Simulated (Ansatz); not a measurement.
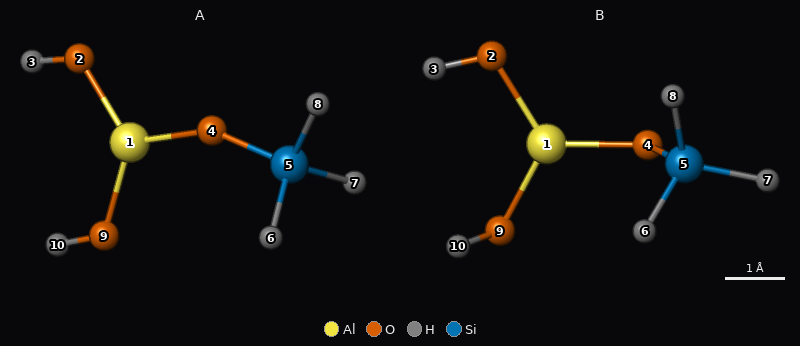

Two geometries of AlSiH₅O₃, drawn at one scale. One is the start of a relaxation, the other its converged end. A ball-and-stick model, seen at a tilt.

Method: RKS PBE-D4/6-31G* (Ansatz 0.2.0). Set-up: no spin polarisation; force threshold 0.02 eV/Å; at most 40 steps.

Which one is relaxed?

Answer. Structure A is the relaxed one. The run prepares the start of a later molecular dynamics calculation, from a guessed geometry. After 23 accepted moves (27 points after the start) the energy has fallen by 0.404 eV. Largest force component: 1.3 eV/Å at the start, 0.013 eV/Å at the end. The line search rejected the trial steps at points 7, 13, 17, 20 of the run. The forces were under the threshold at step 11, but the run went on from there. The atom that moves furthest after the best rigid fit is O4 (1.09 Å). By element the largest moves are O 1.09 Å, H 0.83 Å, Al 0.45 Å, Si 0.17 Å. Near-neighbour distances that change, for instance: Al1–O4 1.780 → 1.703 Å, Al1–O2 1.780 → 1.720 Å, Si5–H6 1.460 → 1.504 Å, O2–H3 1.010 → 0.972 Å. Bond angles that change, for instance: Al1–O4–Si5 125.0° → 152.5°, Al1–O9–H10 109.5° → 120.4°, Al1–O2–H3 109.5° → 119.8°. Groups turn about Al1–O4 by about 90°, O4–Si5 by about 85°, Al1–O9 by about 65°. The run took 96 s on 1 thread of Arm Neoverse V1 (shared host), peak memory 0.13 GiB.
